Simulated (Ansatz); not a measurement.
**Sensitivity of the G0W0 gap of SrTiO3 (Tausonite)**

Aim: change settings of a G0W0 run on SrTiO3 (Tausonite) and see what moves.

Main program and level: Ansatz 0.2.0; G0W0 on PBE, plane waves, PAW.

### Step 1. Set-up

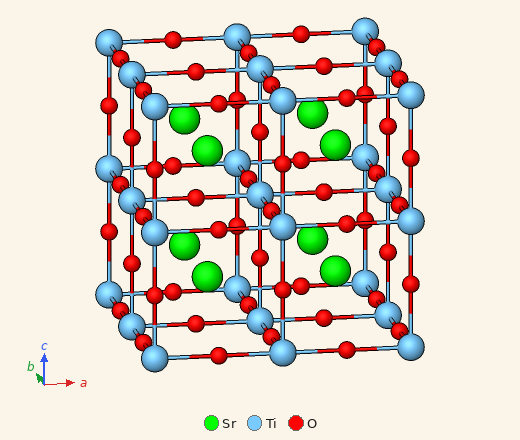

Start, viewed slightly off an axis; strontium green, titanium blue, oxygen red. 2×2×2 cells are drawn. Some periodic images of atoms are drawn too.

Coordinates:

```cif
data_structure
_symmetry_space_group_name_H-M 'P 1'
_symmetry_Int_Tables_number 1
_cell_length_a 3.9053
_cell_length_b 3.9053
_cell_length_c 3.9053
_cell_angle_alpha 90.000
_cell_angle_beta 90.000
_cell_angle_gamma 90.000
_cell_volume 59.56
loop_
_atom_site_label
_atom_site_type_symbol
_atom_site_fract_x
_atom_site_fract_y
_atom_site_fract_z
_atom_site_occupancy
Sr1 Sr 0.50000 0.50000 0.50000 1
Ti2 Ti 0.00000 0.00000 0.00000 1
O3 O 0.50000 0.00000 0.00000 1
O4 O 0.00000 0.50000 0.00000 1
O5 O 0.00000 0.00000 0.50000 1
```

The cell and positions come from the Crystallography Open Database and are kept as given unless a step says otherwise. The default PAW set here is soft_2. Its files were made with PBE.

### Step 2. The base run: 4×4×4 mesh, 177 empty bands, screening to 120 eV

G0W0 replaces the xc potential by the self-energy, built once from these orbitals. Only a window of levels is corrected, while the sums run over the empty bands that the input names.

The input, input.yaml:

```yaml
crystal:
  lattice:
    - [3.90528, 0.0, 0.0]
    - [0.0, 3.90528, 0.0]
    - [0.0, 0.0, 3.90528]
  atoms:
    - { symbol: Sr, position: [0.5, 0.5, 0.5] }
    - { symbol: Ti, position: [0.0, 0.0, 0.0] }
    - { symbol: O, position: [0.5, 0.0, 0.0] }
    - { symbol: O, position: [0.0, 0.5, 0.0] }
    - { symbol: O, position: [0.0, 0.0, 0.5] }
kpoints:
  mp_grid: { grid: [4, 4, 4] }
hamiltonian:
  xc: pbe
scf:
  occupations: { method: fixed }
gw:
  n_empty_bands: 177
  ecut_chi: 120
  qp_bands: [v2, c2]
  qp_kpoints: band_edges
  screening: { model: contour_deformation }
```

Command:

```sh
$ ansatz run input.yaml --threads 3 --pin off --max-ram 92160MiB --backend cuda --events-out ev --progress --plain --runs-dir out --devices 1 --max-vram 13GiB  # rebuilt from the run's record
```

Numbers of over 12 decimals in the logs are rounded to 6 here.

What it wrote:

```text
GPUs: using 1 of 1 available (devices: 1).
Engine: ansatz 0.2.0, x86_64-unknown-linux-gnu
Pseudopotentials: kind: paw
Pseudopotential: Sr, paw, valence charge 10, recommended cutoff 420 eV (normal), Sr.paw.azcp
Pseudopotential: Ti, paw, valence charge 12, recommended cutoff 420 eV (normal), Ti.paw.azcp
Pseudopotential: O, paw, valence charge 6, recommended cutoff 420 eV (normal), O.paw.azcp
Functional definition: PBE
  parameter kappa = 0.804
  parameter beta = 0.066725
  exchange = pbe_x(kappa = kappa, mu = beta*pi^2/3)
  correlation = pbe_c(beta = beta)
device memory: the entry about to start is reckoned to put 0.6 GiB on a device that reports 57.9 GiB free (of which the cap on the GPU budget leaves the run 13.0 GiB)
GPU FFT provider: cuFFT
GPU libraries: cuBLAS 13.8.2, cuFFT 12.4.0, cuSOLVER 12.3.4
Crystal: 5 atoms, lattice volume = 59.560 Å³
Basis set: ecut = 420 eV, 1189 PW (Γ)
Bands: 25, of which v1, the nominal top of the filled ones, is band 20 counted from 1 (19 counted from 0)
Symmetry: 48 space group operations
Space group: Pm-3m (ITA 221), of the structure as read, at distance tolerance 3.9e-5 Å
k-points: 10 of 64
Non-local potential: Sr, projectors of the file, l = 0: 3, l = 1: 2, l = 2: 2
Non-local potential: Ti, projectors of the file, l = 0: 3, l = 1: 2, l = 2: 3, l = 3: 1
Non-local potential: O, projectors of the file, l = 0: 2, l = 1: 2, l = 2: 1
PAW form: soft (Blöchl's): semilocal exchange-correlation on the pseudo side does not see the compensation charge
PAW one-centre angular grid: Sr, 110 points (default); XC on 64 Gauss nodes
PAW one-centre angular grid: Ti, 590 points (default); XC on 64 Gauss nodes
PAW one-centre angular grid: O, 110 points (default); XC on 64 Gauss nodes
Initial density: superposition of atomic densities (neutral atoms: chi_scale 0, normalization atom), corrected by the library's trained network
Initial wavefunctions: pseudopotential atomic-orbital guess
GPU buffer pool allocated for 19683 grid points (all kernels)
GPU transforms: local potential and band sums: pruned to the plane-wave sphere, on 25×27×27
Functional: x = pbe(κ = 0.804, μ = 0.219515), c = pbe(β = 0.066725)
SCF iter   1: F=—  HF=-7754.449331 eV  |F-HF|=—  |Δ(HF+E_count)|=         —  Δρ=1.47e-3  dr2=3.12e-4  ethr=1.77e-3  ⟨swp⟩=4.0  Hψ=1098  notcnv=0  defer=22
preconditioner: auto → Resta (q_TF=auto, 2.553 Å⁻¹)  ε∞=5.6  [insulator: Δε(μ)=1.868 eV  Ē_g=12.246 eV  n_scr=18 (ndim 8)  ℏωp=26.4 eV  f_vac=0.000  ε∞_Penn≈5.6]
SCF iter   2: F=—  HF=-7754.450057 eV  |F-HF|=—  |Δ(HF+E_count)|=   7.26e-4  Δρ=7.36e-4  dr2=7.67e-5  ethr=7.80e-7  ⟨swp⟩=3.1  Hψ=634  notcnv=0  defer=26
SCF iter   3: F=—  HF=-7754.450221 eV  |F-HF|=—  |Δ(HF+E_count)|=   1.65e-4  Δρ=3.95e-4  dr2=7.98e-5  ethr=1.92e-7  ⟨swp⟩=2.0  Hψ=415  notcnv=0  defer=25
[...]
E_xc         = -496.669313
  E_vxc        = -572.524138  (∫ρ·V_xc dr)
  E_paw        = -4213.740788  (= ΣΔE_a)
  E_vpaw       = -314.311370  (= ΣTr[D̂ρ^β])
  E_aug_tail   = 0.007575  (compensation charges beyond the density's cutoff)
  E_ewald      = -2891.094941
  E_smearing   = -0.000000  (= −TS)
  E_closure    = 0.000000  (closes the sum)
  Σ components = -7754.450213   (vs F -7754.450213, Δ=0.00e0)
--- Band table (eV; the first three rows and the last of 10) ---
  k-point 0: bands = [... 16 lower, 8.8230, 9.6503, 9.6503, 9.6503, 11.8636, 11.8636, 11.8636, 14.3193, ... 1 higher]
  k-point 1: bands = [... 16 lower, 8.3325, 8.3900, 9.4083, 9.4083, 11.9439, 12.9207, 12.9207, 14.3283, ... 1 higher]
  k-point 2: bands = [... 16 lower, 7.6457, 8.0230, 9.2742, 9.2742, 12.0282, 13.7842, 13.7842, 14.3337, ... 1 higher]
  k-point 9: bands = [... 16 lower, 6.2707, 9.9959, 9.9959, 9.9959, 14.4648, 14.4648, 14.4648, 16.9699, ... 1 higher]
--- G₀W₀: contour deformation, 7 samples at zero and on the imaginary axis and 2 off it, 64 q-points, 177 empty bands' worth ---
  eigenvalues of the whole cell's RPA ε∞ on this k-mesh (on a slab, of 1 + 4πα/V) = 6.5458, 6.5458, 6.5458; static W/v taken at q = 0 is 0.152769
  bands read: the sum over 197 bands ends inside a degenerate multiplet in 4 slots, whose members it reads at an even weight; the widest, k=0: bands 196 to 198 (counted from 1) at 2/3 each
  gw.qp_kpoints: band_edges: 6 of 10 stored k-points solved, in 1 pass; an edge of the gap read off the rows below is read off those points alone
    valence top: of the k-points left out ik 7 came nearest to being solved in a further pass, in band 20 (counted from 1, as in the quasiparticle table): it holds the edge there only if its correction is more favourable than any solved in that band by at least 0.522 eV; those differ by 0.039 eV
    conduction bottom: of the k-points left out ik 3 came nearest to being solved in a further pass, in band 21 (counted from 1, as in the quasiparticle table): it holds the edge there only if its correction is more favourable than any solved in that band by at least 1.015 eV; those differ by 0.091 eV
    ik  band        ε_KS         Σx   Σc(E_QP)       V_xc       Z   E_QP_lin       E_QP  E_QP is
     0    19      9.6503   -26.3864     4.5859   -21.5086  0.7270     9.3568     9.3585  root
     0    20      9.6503   -26.3864     4.5859   -21.5086  0.7270     9.3568     9.3585  root
     0    21     11.8636   -12.6230    -6.4534   -20.3002  0.7382    13.1206    13.0873  root
     0    22     11.8636   -12.6230    -6.4534   -20.3002  0.7382    13.1206    13.0873  root
     1    19      9.4083   -26.1307     4.5693   -21.2539  0.7250     9.0989     9.1008  root
     1    20      9.4083   -26.1307     4.5693   -21.2539  0.7250     9.0989     9.1008  root
     1    21     11.9439   -12.7727    -6.5650   -20.5831  0.7351    13.2248    13.1893  root
     1    22     12.9207   -14.2160    -6.4194   -21.8811  0.7153    14.2080    14.1663  root
[...]
9    19      9.9959   -26.0786     4.7737   -21.0126  0.7186     9.7019     9.7037  root
     9    20      9.9959   -26.0786     4.7737   -21.0126  0.7186     9.7019     9.7037  root
     9    21     14.4648   -14.5075    -7.9798   -23.8017  0.6694    15.8531    15.7791  root
     9    22     14.4648   -14.5075    -7.9798   -23.8017  0.6694    15.8531    15.7791  root
[key lines of the parts left out:]
SCF converged after 6 iterations
Free energy (F): -7754.450213 eV
Fermi energy:    9.995895 eV
```

Elapsed: 10 s, on 1 × NVIDIA H100 80GB HBM3 (shared by 6 runs) with 3 threads of AMD EPYC 7R13 (Zen 3), shared host; peak memory 1.1 GiB; 11 s of CPU time.

This step gave:

* bands summed: 197
* RPA ε∞ on this mesh (eigenvalues): 6.546, 6.546, 6.546
* plane waves in the screening matrix: 179
* q-points in the mesh: 64
* G0W0 gap on the mesh: 3.384 eV
* k of the valence top: -0.5, -0.5, -0.5
* k of the conduction bottom: 0, 0, 0
* starting gap on the mesh: 1.868 eV
* Z at the valence top: 0.7186
* Z at the conduction bottom: 0.7382
* least direct G0W0 gap on the computed points: 3.729 eV

The gap on the mesh goes from 1.87 eV to 3.38 eV, a correction of +1.52 eV. Between the two edge states, bare exchange in place of the xc potential would open the gap by 12.74 eV, and correlation takes back 11.23 eV.

### Step 3. Variant: low screening cutoff

input.yaml: that of step 2 with these lines changed.

```diff
@@ -19,3 +19,3 @@
   n_empty_bands: 177
-  ecut_chi: 120
+  ecut_chi: 55
   qp_bands: [v2, c2]
```

What it wrote:

```text
GPUs: using 1 of 1 available (devices: 1).
[...]
GPU FFT provider: cuFFT
GPU libraries: cuBLAS 13.8.2, cuFFT 12.4.0, cuSOLVER 12.3.4
Crystal: 5 atoms, lattice volume = 59.560 Å³
Basis set: ecut = 420 eV, 1189 PW (Γ)
Bands: 25, of which v1, the nominal top of the filled ones, is band 20 counted from 1 (19 counted from 0)
[... 1 set-up line as in the run before ...]
[...]
k-points: 10 of 64
[...]
GPU buffer pool allocated for 19683 grid points (all kernels)
[...]
SCF iter   1: F=—  HF=-7754.449331 eV  |F-HF|=—  |Δ(HF+E_count)|=         —  Δρ=1.47e-3  dr2=3.12e-4  ethr=1.77e-3  ⟨swp⟩=4.0  Hψ=1098  notcnv=0  defer=22
[...]
SCF iter   6: F=-7754.450213 eV  HF=-7754.450213 eV  |F-HF|=1.75e-9  |Δ(HF+E_count)|=   1.01e-7  Δρ=2.86e-6  dr2=3.93e-9  ethr=2.50e-10  ⟨swp⟩=8.2  Hψ=958  notcnv=0
SCF 1 converged in 6 iterations: F = -7754.450213 eV  dr2 = 3.93e-9
[...]
NSCF: frozen V_eff on 10 k-points, pencils in batches of 32, up to order 100
[...]
NSCF: frozen V_eff on 10 k-points
G₀W₀ screening: q 1/10
[... further progress lines ...]
SCF converged after 6 iterations
Free energy (F): -7754.450213 eV
[...]
Internal energy: -7754.450213 eV  (E = F + TS)
E sigma→0 (E₀):  -7754.450213 eV
Fermi energy:    9.995895 eV
[...]
--- Band table (eV; the first three rows and the last of 10) ---
  k-point 0: bands = [... 16 lower, 8.8230, 9.6503, 9.6503, 9.6503, 11.8636, 11.8636, 11.8636, 14.3193, ... 1 higher]
  k-point 1: bands = [... 16 lower, 8.3325, 8.3900, 9.4083, 9.4083, 11.9439, 12.9207, 12.9207, 14.3283, ... 1 higher]
  k-point 2: bands = [... 16 lower, 7.6457, 8.0230, 9.2742, 9.2742, 12.0282, 13.7842, 13.7842, 14.3337, ... 1 higher]
  k-point 9: bands = [... 16 lower, 6.2707, 9.9959, 9.9959, 9.9959, 14.4648, 14.4648, 14.4648, 16.9699, ... 1 higher]
[...]
`?` marks the rows in doubt; gw_qp.tsv's column doubts and the gw_qp event give each row's grounds
[...]
0    19      9.6503   -26.3864     4.7071   -21.5086  0.7351     9.4791     9.4796  root
     0    20      9.6503   -26.3864     4.7071   -21.5086  0.7351     9.4791     9.4796  root
     0    21     11.8636   -12.6230    -6.2769   -20.3002  0.7449    13.3087    13.2639  root
     0    22     11.8636   -12.6230    -6.2769   -20.3002  0.7449    13.3087    13.2639  root
     1    19      9.4083   -26.1307     4.6869   -21.2539  0.7328     9.2176     9.2183  root
     1    20      9.4083   -26.1307     4.6869   -21.2539  0.7328     9.2176     9.2183  root
     1    21     11.9439   -12.7727    -6.3828   -20.5831  0.7419    13.4195    13.3714  root
     1    22     12.9207   -14.2160    -6.2215   -21.8811  0.7235    14.4224    14.3643  root
[...]
8    21     14.0742   -14.5506    -7.2644   -23.3501  0.6929    15.7032    15.6094  root
     8    22     14.0742   -14.5506    -7.2644   -23.3501  0.6929    15.7032    15.6094  root
     9    19      9.9959   -26.0786     4.8698   -21.0126  0.7282     9.7990     9.7998  root
     9    20      9.9959   -26.0786     4.8698   -21.0126  0.7282     9.7990     9.7998  root
     9    21     14.4648   -14.5075    -7.7425   -23.8017  0.6790    16.1215    16.0165  root ?
     9    22     14.4648   -14.5075    -7.7425   -23.8017  0.6790    16.1215    16.0165  root ?
```

Elapsed: 11 s, on 1 × NVIDIA H100 80GB HBM3 (shared by 6 runs) with 3 threads; peak memory 1.1 GiB.

Against the base:

```
              setting  base  variant
screening cutoff (eV)   120       55
```

```
                                    quantity  variant   base
                    starting gap on the mesh    1.868  1.868
                        G0W0 gap on the mesh    3.464  3.384
least direct G0W0 gap on the computed points    3.784  3.729
                        Z at the valence top    0.728  0.719
                  Z at the conduction bottom    0.745  0.738
```

### Step 4. Variant: larger pair-density box

input.yaml: that of step 3 with these lines changed.

```diff
@@ -18,4 +18,4 @@
 gw:
-  n_empty_bands: 177
-  ecut_chi: 55
+  n_empty_bands: 135
+  ecut_chi: 100
   qp_bands: [v2, c2]
@@ -23 +23,2 @@
   screening: { model: contour_deformation }
+  ecutfock_ratio: 2
```

What it wrote:

```text
GPUs: using 1 of 1 available (devices: 1).
[...]
GPU FFT provider: cuFFT
GPU libraries: cuBLAS 13.8.2, cuFFT 12.4.0, cuSOLVER 12.3.4
Crystal: 5 atoms, lattice volume = 59.560 Å³
Basis set: ecut = 420 eV, 1189 PW (Γ)
Bands: 25, of which v1, the nominal top of the filled ones, is band 20 counted from 1 (19 counted from 0)
[... 1 set-up line as in the run before ...]
[...]
k-points: 10 of 64
[...]
GPU buffer pool allocated for 19683 grid points (all kernels)
[...]
SCF iter   1: F=—  HF=-7754.449331 eV  |F-HF|=—  |Δ(HF+E_count)|=         —  Δρ=1.47e-3  dr2=3.12e-4  ethr=1.77e-3  ⟨swp⟩=4.0  Hψ=1098  notcnv=0  defer=22
[...]
SCF iter   6: F=-7754.450213 eV  HF=-7754.450213 eV  |F-HF|=1.75e-9  |Δ(HF+E_count)|=   1.01e-7  Δρ=2.86e-6  dr2=3.93e-9  ethr=2.50e-10  ⟨swp⟩=8.2  Hψ=958  notcnv=0
SCF 1 converged in 6 iterations: F = -7754.450213 eV  dr2 = 3.93e-9
[...]
G₀W₀ screening: q 1/10
[... further progress lines ...]
SCF converged after 6 iterations
Free energy (F): -7754.450213 eV
[...]
Internal energy: -7754.450213 eV  (E = F + TS)
E sigma→0 (E₀):  -7754.450213 eV
Fermi energy:    9.995895 eV
[...]
--- Band table (eV; the first three rows and the last of 10) ---
  k-point 0: bands = [... 16 lower, 8.8230, 9.6503, 9.6503, 9.6503, 11.8636, 11.8636, 11.8636, 14.3193, ... 1 higher]
  k-point 1: bands = [... 16 lower, 8.3325, 8.3900, 9.4083, 9.4083, 11.9439, 12.9207, 12.9207, 14.3283, ... 1 higher]
  k-point 2: bands = [... 16 lower, 7.6457, 8.0230, 9.2742, 9.2742, 12.0282, 13.7842, 13.7842, 14.3337, ... 1 higher]
  k-point 9: bands = [... 16 lower, 6.2707, 9.9959, 9.9959, 9.9959, 14.4648, 14.4648, 14.4648, 16.9699, ... 1 higher]
[...]
0    19      9.6503   -26.3864     4.6807   -21.5086  0.7288     9.4525     9.4533  root
     0    20      9.6503   -26.3864     4.6807   -21.5086  0.7288     9.4525     9.4533  root
     0    21     11.8636   -12.6230    -6.3531   -20.3002  0.7394    13.2278    13.1877  root
     0    22     11.8636   -12.6230    -6.3531   -20.3002  0.7394    13.2278    13.1877  root
     1    19      9.4083   -26.1307     4.6618   -21.2539  0.7268     9.1924     9.1933  root
     1    20      9.4083   -26.1307     4.6618   -21.2539  0.7268     9.1924     9.1933  root
     1    21     11.9439   -12.7727    -6.4634   -20.5831  0.7363    13.3338    13.2909  root
     1    22     12.9207   -14.2160    -6.3122   -21.8811  0.7168    14.3239    14.2735  root
[...]
9    19      9.9959   -26.0786     4.8619   -21.0126  0.7206     9.7910     9.7919  root
     9    20      9.9959   -26.0786     4.8619   -21.0126  0.7206     9.7910     9.7919  root
     9    21     14.4648   -14.5075    -7.8662   -23.8017  0.6709    15.9796    15.8928  root
     9    22     14.4648   -14.5075    -7.8662   -23.8017  0.6709    15.9796    15.8928  root
```

Elapsed: 10 s, on 1 × NVIDIA H100 80GB HBM3 (shared by 6 runs) with 3 threads; peak memory 1.1 GiB.

The G0W0 gap on the mesh is 3.396 eV.

Against the base:

```
              setting  base  variant
          empty bands   177      135
screening cutoff (eV)   120      100
       ecutfock ratio     -        2
```

```
                                    quantity  variant   base
                    starting gap on the mesh    1.868  1.868
                        G0W0 gap on the mesh    3.396  3.384
least direct G0W0 gap on the computed points    3.734  3.729
                        Z at the valence top    0.721  0.719
                  Z at the conduction bottom    0.739  0.738
```

### Step 5. Results

```yaml
base: 3.38 eV, 10 s
low_screening_cutoff: 3.46 eV, 11 s
larger_pair_density_box: 3.40 eV, 10 s
```

In words: Low screening cutoff: the gap moves by +0.08 eV; such settings are too crude to quote. Larger pair-density box: the gap moves by +0.01 eV. The variant differs from the base in empty bands, screening cutoff and ecutfock ratio together, so the change can't be laid to one of them. All runs here use a coarse mesh and modest cutoffs; they test settings and are not final values. The 4×4×4 mesh is coarse for this cell (its supercell is 16 Å along the shortest edge). The RPA ε∞ on it, from the PBE start, is 6.55; such meshes misread the long-range screening, most where the gap is narrow. This is the ideal cubic cell; many perovskites, halides above all, are cubic only on average, and local tilts or off-centring can widen the gap. The many-body steps are scalar-relativistic: spin-orbit coupling is not in them.

[Paths, hosts, dates, memory and timing lines, banners, echoed tables and standing remarks are left out of the program output.]

[Logs are printed without paths, hosts, clocks, repeated set-up lines and the standing remarks that a program may print on its own settings, such as how far it seeks lower states.]

[Runs of the session that timed out or met a known fault of the program may be left out.]

[Cells called generated may have been cut or substituted from an entry of the Crystallography Open Database or the Materials Project.]

[Hosts, paths, dates, database ids (printed as entryN), source tags and the programs' standing remarks are cut or masked in the printed files.]
